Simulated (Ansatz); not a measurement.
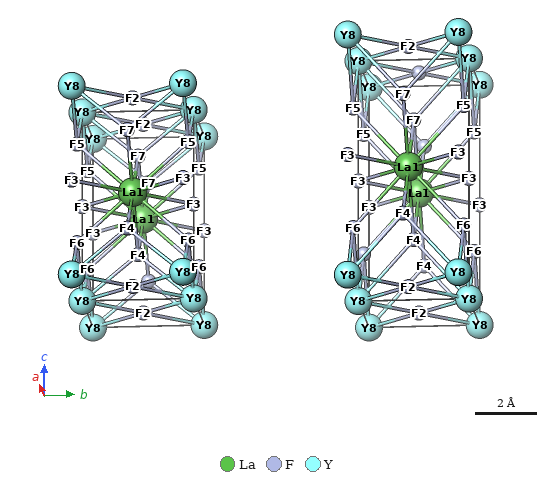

Two geometries of solid LaYF6 (built on the TaNbAl6-123 type type), drawn at one scale. One is the start of a relaxation, the other its converged end. Style: ball-and-stick. Shown: the cell of the calculation, repeated 2 × 1 × 1 with one cell outlined, from a free direction.

These are results of Ansatz, DFT, PBEsol, plane waves, PAW, not measurements. Settings: plane-wave cutoff 420 eV; k-point mesh 6 × 6 × 4; occupations fermi dirac; smearing width 0.03 eV; no spin polarisation; cell and atoms relaxed; force threshold 0.01 eV/Å; at most 120 steps.

### Which one is relaxed?

The left one is the relaxed one. The largest moves relative to the cell, 0.081 Å, are those of F4, F5, F6 and F7. F4 goes along −c. La and Y stay in place. Cell: a = b 3.697 → 3.721 Å (+0.7 %), c 8.231 → 6.461 Å (−21.5 %). Volume −20.5 %. Near-neighbour distances that change, for instance: F4–Y8 2.773 → 2.416 Å, La1–F4 2.760 → 2.513 Å, F2–Y8 2.614 → 2.631 Å, La1–F3 2.614 → 2.631 Å. Bond angles that change, for instance: Y8–F4–Y8 83.6° → 100.7°, La1–F4–La1 84.1° → 95.5°, La1–F4–Y8 123.6° → 115.4°. The space group stays P4/mmm (No. 123). After 10 accepted moves (13 points after the start) the energy has fallen by 3.184 eV per cell of the calculation. The largest force component goes from 0.33 to under 0.0001 eV/Å. Pressure: −18.92 GPa at the start and 0.00 GPa at the end. At 3 points the geometry stayed and the basis and grid were re-selected for the new cell (energy shift of 21.0 meV per cell of the calculation at most each time). Cost: 31 s on 4 threads of Arm Neoverse V1, with other jobs on the host, peak memory 0.53 GiB.
